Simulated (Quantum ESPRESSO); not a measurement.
# Projected density of states of magnetic Mn2Ga2S5

Aim: the densities of states of Mn2Ga2S5 in the lowest state of several starts.

Program: Quantum ESPRESSO 7.5. Level of theory: LDA with U = 4 eV on Mn d (ortho-atomic projectors); plane waves with GBRV 1.5 LDA potentials, no spin-orbit coupling. Results are calculated unless marked as measured.

## (1) The starting structure

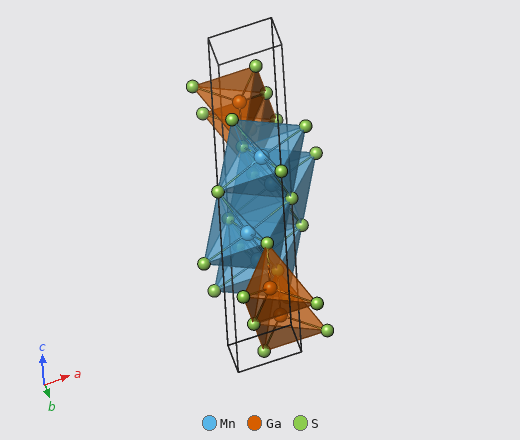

The cell as given, from a free direction (manganese blue, gallium orange, sulfur green). 1×2×1 cells are drawn. Some periodic images of atoms are drawn too.

As a file:

```cif
data_structure
_symmetry_space_group_name_H-M 'P 1'
_symmetry_Int_Tables_number 1
_cell_length_a 3.7280
_cell_length_b 3.7280
_cell_length_c 15.3335
_cell_angle_alpha 90.000
_cell_angle_beta 90.000
_cell_angle_gamma 120.000
_cell_volume 184.55
loop_
_atom_site_label
_atom_site_type_symbol
_atom_site_fract_x
_atom_site_fract_y
_atom_site_fract_z
_atom_site_occupancy
Mn1 Mn 0.33333 0.66667 0.40190 1
Mn2 Mn 0.66667 0.33333 0.59810 1
Ga3 Ga 0.33333 0.66667 0.82860 1
Ga4 Ga 0.66667 0.33333 0.17140 1
S5 S 0.00000 0.00000 0.50000 1
S6 S 0.33333 0.66667 0.68311 1
S7 S 0.66667 0.33333 0.31689 1
S8 S 0.33333 0.66667 0.10589 1
S9 S 0.66667 0.33333 0.89411 1
```

The cell comes from Materials Project 2023-11-01, a database of computed structures, and need not be the stable phase.

## (2) Ground-state run

This state came out lowest in a comparison of starts that is told elsewhere.

The input, pw.in:

```
&CONTROL
  calculation = 'scf'
  prefix = 'pwscf'
  outdir = './tmp'
  pseudo_dir = './pseudo'
  disk_io = 'low'
/
&SYSTEM
  ibrav = 0
  celldm(1) = 8
  nat = 9
  ntyp = 4
  ecutwfc = 40
  ecutrho = 280
  nbnd = 67
  occupations = 'smearing'
  smearing = 'fd'
  degauss = 0.00367493
  nspin = 2
  starting_magnetization(1) = 0.3
  starting_magnetization(2) = -0.3
  starting_magnetization(3) = 0
  starting_magnetization(4) = 0
/
&ELECTRONS
  conv_thr = 1.8d-08
  electron_maxstep = 150
  mixing_beta = 0.3
/
ATOMIC_SPECIES
Mn1    54.9380 mn_lda_v1.5.uspp.F.UPF
Mn2    54.9380 mn_lda_v1.5.uspp.F.UPF
Ga     69.7230 ga_lda_v1.4.uspp.F.UPF
S      32.0600 s_lda_v1.4.uspp.F.UPF
CELL_PARAMETERS alat
   0.8806016239197    0.0000000000000    0.0000000000000
  -0.4403008119717    0.7626233769333    0.0000000000000
   0.0000000000000    0.0000000000000    3.6220040480000
ATOMIC_POSITIONS crystal
Mn1     0.3333333300    0.6666666700    0.4018990000
Mn2     0.6666666700    0.3333333300    0.5981010000
Ga      0.3333333300    0.6666666700    0.8286040000
Ga      0.6666666700    0.3333333300    0.1713960000
S       0.0000000000    0.0000000000    0.5000000000
S       0.3333333300    0.6666666700    0.6831100000
S       0.6666666700    0.3333333300    0.3168900000
S       0.3333333300    0.6666666700    0.1058920000
S       0.6666666700    0.3333333300    0.8941080000
K_POINTS automatic
6 6 2 0 0 0
HUBBARD {ortho-atomic}
U Mn1-3d 4.0000
U Mn2-3d 4.0000
```

Launch:

```sh
> OMP_NUM_THREADS=1 mpirun -n 4 pw.x -nk 4 -in pw.in > pw.out
```

The log of the run:

```text
Program PWSCF v.7.5 starts

     Message from routine setup:
     using ibrav=0 with symmetry is DISCOURAGED, use correct ibrav instead

     K-points division:     npool     =       4
     Subspace diagonalization in iterative solution of the eigenvalue problem:

     bravais-lattice index     =            0
     lattice parameter (alat)  =       8.0000  a.u.
     unit-cell volume          =    1245.3989 (a.u.)^3
     number of atoms/cell      =            9
     number of atomic types    =            4
     number of electrons       =        98.00
     number of Kohn-Sham states=           67
     kinetic-energy cutoff     =      40.0000  Ry
     charge density cutoff     =     280.0000  Ry
     scf convergence threshold =      1.8E-08
     mixing beta               =       0.3000
     number of iterations used =            8  plain     mixing
     Exchange-correlation=  SLA  PZ   NOGX NOGC
                           (   1   1   0   0   0   0   0)
     Hubbard projectors: ortho-atomic
     Hubbard parameters of DFT+U (Dudarev formulation) in eV:
     U(Mn1-3d) =  4.0000
     U(Mn2-3d) =  4.0000

     Internal variables: lda_plus_u =T, lda_plus_u_kind = 0

     Internal variables: orbital_resolved =F, hub_pot_fix =F, apply_U = F

     celldm(1)=   8.000000  celldm(2)=   0.000000  celldm(3)=   0.000000
     celldm(4)=   0.000000  celldm(5)=   0.000000  celldm(6)=   0.000000

     crystal axes: (cart. coord. in units of alat)
               a(1) = (   0.880602   0.000000   0.000000 )
               a(2) = (  -0.440301   0.762623   0.000000 )
               a(3) = (   0.000000   0.000000   3.622004 )

     reciprocal axes: (cart. coord. in units 2 pi/alat)
               b(1) = (  1.135587  0.655632 -0.000000 )
               b(2) = (  0.000000  1.311263  0.000000 )
               b(3) = (  0.000000 -0.000000  0.276090 )

     PseudoPot. # 1 for Mn read from file:
     mn_lda_v1.5.uspp.F.UPF
     Pseudo is Ultrasoft + core correction, Zval = 15.0

     PseudoPot. # 2 for Mn read from file:
     mn_lda_v1.5.uspp.F.UPF
     Pseudo is Ultrasoft + core correction, Zval = 15.0

     PseudoPot. # 3 for Ga read from file:
     ga_lda_v1.4.uspp.F.UPF
     Pseudo is Ultrasoft + core correction, Zval = 19.0

     PseudoPot. # 4 for S  read from file:
     s_lda_v1.4.uspp.F.UPF
     Pseudo is Ultrasoft + core correction, Zval =  6.0

     atomic species   valence    mass     pseudopotential
     Mn1              15.00    54.93800     Mn( 1.00)
     Mn2              15.00    54.93800     Mn( 1.00)
     Ga               19.00    69.72300     Ga( 1.00)
     S                 6.00    32.06000     S ( 1.00)

     Starting magnetic structure
     atomic species   magnetization
     Mn1             0.300
     Mn2            -0.300
     Ga              0.000
     S               0.000

      6 Sym. Ops. (no inversion) found

   Cartesian axes

     site n.     atom                  positions (alat units)
         1        Mn1    tau(   1) = (  -0.0000000   0.5084156   1.4556798  )
         2        Mn2    tau(   2) = (   0.4403008   0.2542078   2.1663242  )
         3        Ga     tau(   3) = (  -0.0000000   0.5084156   3.0012070  )
         4        Ga     tau(   4) = (   0.4403008   0.2542078   0.6207970  )
         5        S      tau(   5) = (   0.0000000   0.0000000   1.8110020  )
         6        S      tau(   6) = (  -0.0000000   0.5084156   2.4742272  )
         7        S      tau(   7) = (   0.4403008   0.2542078   1.1477769  )
         8        S      tau(   8) = (  -0.0000000   0.5084156   0.3835413  )
         9        S      tau(   9) = (   0.4403008   0.2542078   3.2384628  )

     number of k points=    14  Fermi-Dirac smearing, width (Ry)=  0.0037
                       cart. coord. in units 2pi/alat
        k(    1) = (   0.0000000   0.0000000   0.0000000), wk =   0.0138889
        k(    2) = (   0.0000000   0.0000000  -0.1380451), wk =   0.0138889
        k(    3) = (   0.0000000   0.2185439   0.0000000), wk =   0.0833333
        k(    4) = (   0.0000000   0.2185439  -0.1380451), wk =   0.0833333
        k(    5) = (   0.0000000   0.4370877   0.0000000), wk =   0.0833333
        [... 9 further k-points ...]

     Dense  grid:    98717 G-vectors     FFT dimensions: (  40,  40, 160)

     Smooth grid:    42543 G-vectors     FFT dimensions: (  30,  30, 120)

     Check: negative core charge=   -0.000018
     Generating pointlists ...
     new r_m :   0.2452 (alat units)  1.9615 (a.u.) for type    1
     new r_m :   0.2452 (alat units)  1.9615 (a.u.) for type    2
     new r_m :   0.2174 (alat units)  1.7390 (a.u.) for type    3
     new r_m :   0.2174 (alat units)  1.7390 (a.u.) for type    4

     Initial potential from superposition of free atoms

     starting charge      94.9997, renormalised to      98.0000

     STARTING HUBBARD OCCUPATIONS:

     =================== HUBBARD OCCUPATIONS ===================
     ------------------------ ATOM    1 ------------------------
     Tr[ns(  1)] (up, down, total) =   5.00000  0.00000  5.00000
     Atomic magnetic moment for atom   1 =   5.00000
     [... lines left out ...]
     ------------------------ ATOM    2 ------------------------
     Tr[ns(  2)] (up, down, total) =   0.00000  5.00000  5.00000
     Atomic magnetic moment for atom   2 =  -5.00000
     [... lines left out ...]
     Number of occupied Hubbard levels =   10.0000

     Atomic wfc used for Hubbard projectors are orthogonalized

     Starting wfcs are   70 randomized atomic wfcs

     Self-consistent Calculation

     iteration #  1     ecut=    40.00 Ry     beta= 0.30
     Davidson diagonalization with overlap
     ethr =  1.00E-02,  avg # of iterations =  9.5

     =================== HUBBARD OCCUPATIONS ===================
     ------------------------ ATOM    1 ------------------------
     Tr[ns(  1)] (up, down, total) =   1.82496  0.13025  1.95521
     Atomic magnetic moment for atom   1 =   1.69471
     [... lines left out ...]
     ------------------------ ATOM    2 ------------------------
     Tr[ns(  2)] (up, down, total) =   0.13022  1.82286  1.95308
     Atomic magnetic moment for atom   2 =  -1.69264
     [... lines left out ...]
     Number of occupied Hubbard levels =    3.9083

     total energy              =   -1341.11012755 Ry
     estimated scf accuracy    <      71.95843551 Ry

     total magnetization       =     0.00 Bohr mag/cell
     absolute magnetization    =     3.97 Bohr mag/cell

     iteration #  2     ecut=    40.00 Ry     beta= 0.30
     Davidson diagonalization with overlap
     ethr =  1.00E-02,  avg # of iterations =  9.7

     total energy              =   -1320.36577035 Ry
     estimated scf accuracy    <    1841.19739609 Ry

     total magnetization       =    -0.02 Bohr mag/cell
     absolute magnetization    =     0.85 Bohr mag/cell

     [... further iterations left out ...]

     iteration # 16     ecut=    40.00 Ry     beta= 0.30
     Davidson diagonalization with overlap
     ethr =  2.05E-10,  avg # of iterations =  4.5

     total energy              =   -1372.96263271 Ry
     estimated scf accuracy    <       0.00000005 Ry

     total magnetization       =     0.00 Bohr mag/cell
     absolute magnetization    =     9.64 Bohr mag/cell

     iteration # 17     ecut=    40.00 Ry     beta= 0.30
     Davidson diagonalization with overlap
     ethr =  5.50E-11,  avg # of iterations =  2.4

     Magnetic moment per site  (integrated on atomic sphere of radius R)
     atom   1 (R=0.245)  charge= 13.0536  magn=  4.3315
     atom   2 (R=0.245)  charge= 13.0536  magn= -4.3315
     atom   3 (R=0.217)  charge= 16.5807  magn= -0.0094
     atom   4 (R=0.217)  charge= 16.5807  magn=  0.0094
     atom   5 (R=0.217)  charge=  3.6158  magn= -0.0000
     atom   6 (R=0.217)  charge=  3.6306  magn= -0.0447
     atom   7 (R=0.217)  charge=  3.6306  magn=  0.0447
     atom   8 (R=0.217)  charge=  3.5640  magn=  0.0128
     atom   9 (R=0.217)  charge=  3.5640  magn= -0.0128

     End of self-consistent calculation

     =================== HUBBARD OCCUPATIONS ===================
     ------------------------ ATOM    1 ------------------------
     Tr[ns(  1)] (up, down, total) =   4.95493  0.33454  5.28946
     Atomic magnetic moment for atom   1 =   4.62039
     [... lines left out ...]
     ------------------------ ATOM    2 ------------------------
     Tr[ns(  2)] (up, down, total) =   0.33454  4.95493  5.28947
     Atomic magnetic moment for atom   2 =  -4.62039
     [... lines left out ...]
     Number of occupied Hubbard levels =   10.5789

     [... lines left out ...]
     the Fermi energy is     7.4872 ev

!    total energy              =   -1372.96263272 Ry
     estimated scf accuracy    <       0.00000001 Ry
     smearing contrib. (-TS)   =      -0.00011126 Ry
     internal energy E=F+TS    =   -1372.96252146 Ry

     The total energy is F=E-TS. E is the sum of the following terms:
     one-electron contribution =   -1195.17664314 Ry
     hartree contribution      =     628.27627209 Ry
     xc contribution           =    -190.26942466 Ry
     ewald contribution        =    -615.89351642 Ry
     Hubbard energy            =       0.10079067 Ry

     total magnetization       =    -0.00 Bohr mag/cell
     absolute magnetization    =     9.64 Bohr mag/cell

     convergence has been achieved in  17 iterations

=------------------------------------------------------------------------------=
   JOB DONE.
=------------------------------------------------------------------------------=
```

The job ended after 73 s (4 MPI ranks of Intel Xeon 6975P-C (Granite Rapids), shared host; peak memory 1 GiB).

Spin moment in the atom's sphere by atom:

```tsv
atom	spin moment in the atom's sphere (μB)
Mn1	4.33
Mn2	-4.33
Ga3	-0.01
Ga4	0.01
S5	0.00
S6	-0.04
S7	0.04
S8	0.01
S9	-0.01
```

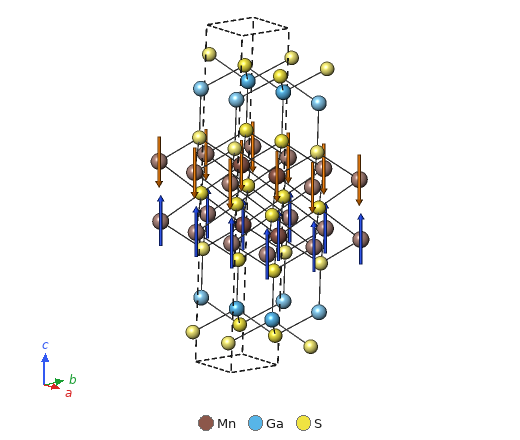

Spin moment in the atom's sphere as arrows, the longest 4.33 μB. Up and down stand for the sign. Arrows give size and sign along the axis of quantisation, drawn up and down the page. The two directions have two colours. 2×1×1 cells are drawn. Some periodic images of atoms are drawn too.

Numbers from this step:

```yaml
smearing_term_ts: 0.001514 eV
magnetization: 0 μB
absolute_magnetization: 9.64 μB
final_state: antiferromagnetic
```

[end of part 1 of 2]

[Logs and program files are shortened in this print: banners, set-up blocks, solver, clock and traceback lines can be left out without a mark of their own.]

[Logs are printed without paths, hosts, clocks, repeated set-up lines and the standing remarks that a program may print on its own settings, such as how far it seeks lower states.]

[Hosts, paths, dates, database ids (printed as entryN), source tags and the programs' standing remarks are cut or masked in the printed files.]

[Where a cell is said to come from a database of computed structures, the database is the Materials Project.]
